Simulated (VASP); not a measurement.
Energy against volume of KCl (rock salt). All values below come from PBE GGA, VASP's PBE PAW potentials (set 64) (plane waves; VASP).

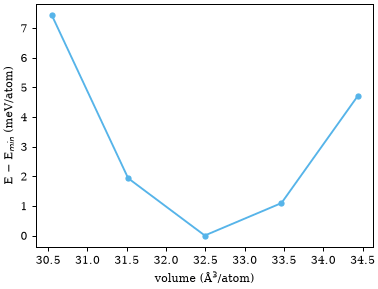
Figure: Energy against volume

Q: Estimate the equilibrium volume and the bulk modulus.

A: The minimum lies near 32.6 Å³/atom, and the curvature gives B0 of about 16 GPa.

The compound is KCl in the rock salt structure. It was relaxed first.
